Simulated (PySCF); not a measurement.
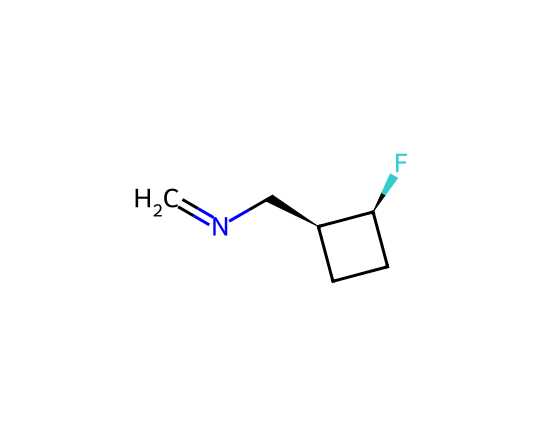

A structural formula.

Question: Write the SMILES.

Answer: C=NC[C@@H]1CC[C@@H]1F

Question: What is the molecular formula?

Answer: C6H10FN.

Question: An optimisation with PBE0-D3(BJ)/def2-SVP gave a structure of which point group?

Answer: C1.

The parts below concern this one geometry. Atoms keep their numbers from picture to picture. Computed geometry: PBE0-D3(BJ)/def2-SVP optimisation. No frequency run is at hand to confirm it as a minimum.

Geometry

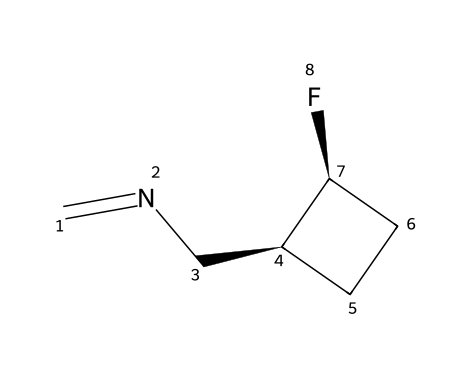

A structural formula, with wedges where it has stereocentres; small numbers name the atoms. The configuration is that of a computed structure (PBE0-D3(BJ)/def2-SVP).

Question: Give the R/S and E/Z labels.

Answer: C4: S; C7: S.

NMR shielding

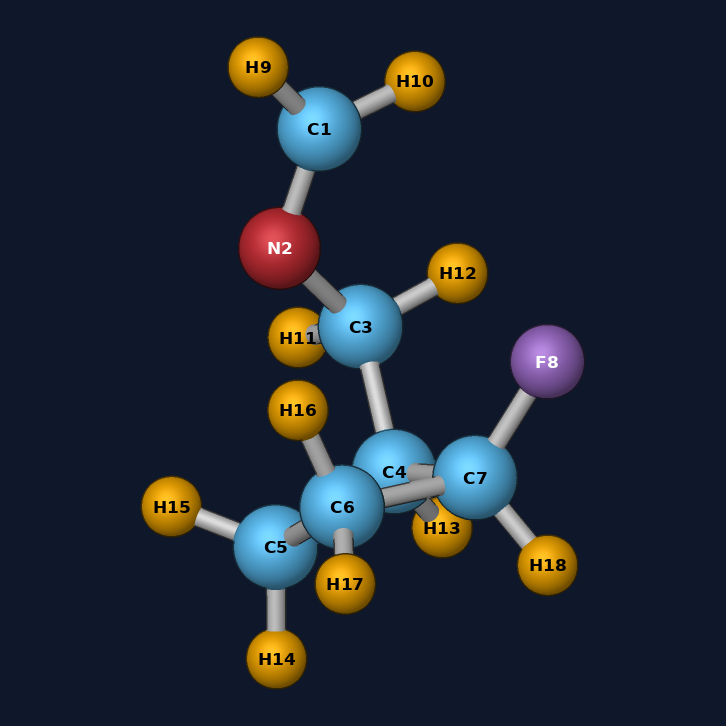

No frequency run is at hand to confirm it as a minimum. Properties computed with GIAO PBE0/pcSseg-1 NMR shielding, non-relativistic, IEF-PCM acetone (PySCF 2.14.0). Principal shieldings σ11 ≤ σ22 ≤ σ33, span Ω = σ33 − σ11, skew κ = 3(σiso − σ22)/Ω.

Give the shielding tensors of the N atoms.

```json
{"atom": "N2", "σ11": "−495.0", "σ22": "−168.6", "σ33": "265.1", "σiso": "−132.8", "Ω": "760.2", "κ": "0.14"}
```

Shieldings and span in ppm.

Excitation

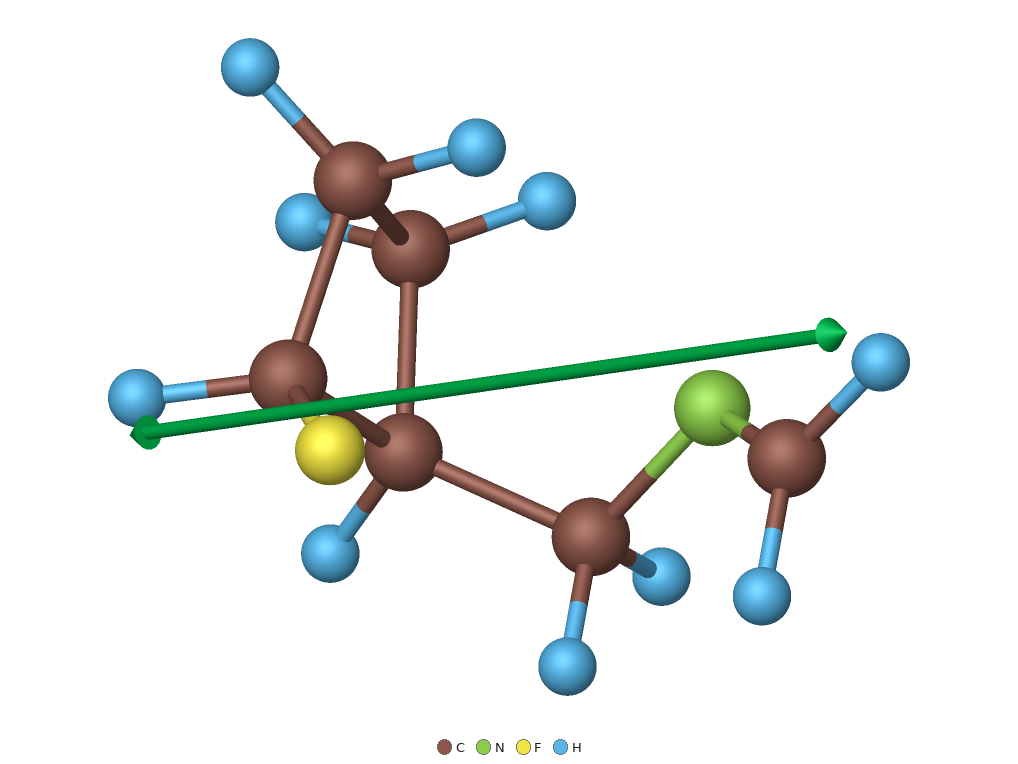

The double arrow shows the direction of the transition dipole to excited singlet state 2 (its length means nothing). No frequency run is at hand to confirm it as a minimum. Method: TDDFT CAM-B3LYP/def2-SVPD, vertical, gas phase, core orbitals frozen in the response (PySCF 2.14.0).

Question: Where does the transition lie, and how strong is it?

Answer: 7.34 eV (169 nm), oscillator strength 0.14, mainly HOMO−1 → LUMO (weight 0.73); transition dipole 2.23 D.

Charges

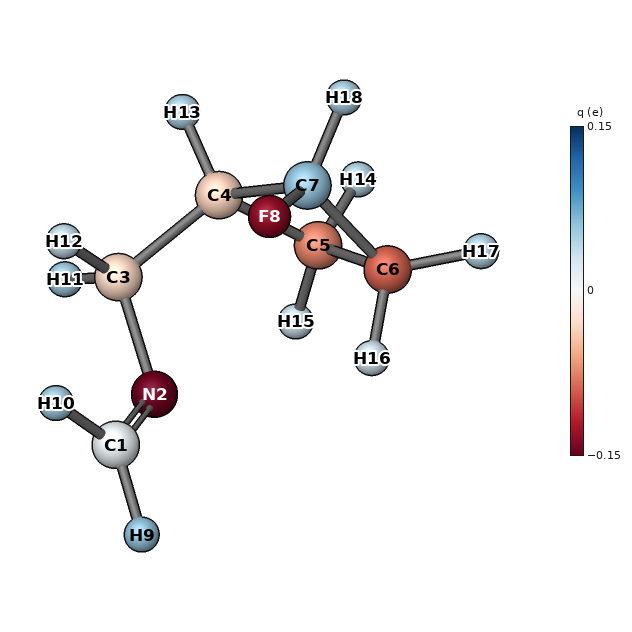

Atoms are coloured by their Hirshfeld charges. No frequency run is at hand to confirm it as a minimum. Method: PBE0/pcSseg-1 in acetone (IEF-PCM) (PySCF 2.14.0).

Give the Hirshfeld charges atom by atom.

```tsv
atom	value (e)
C1	0.01
N2	−0.15
C3	−0.03
C4	−0.03
C5	−0.07
C6	−0.09
C7	0.06
F8	−0.13
H9	0.06
H10	0.05
H11	0.05
H12	0.03
H13	0.05
H14	0.04
H15	0.03
H16	0.03
H17	0.04
H18	0.05
```
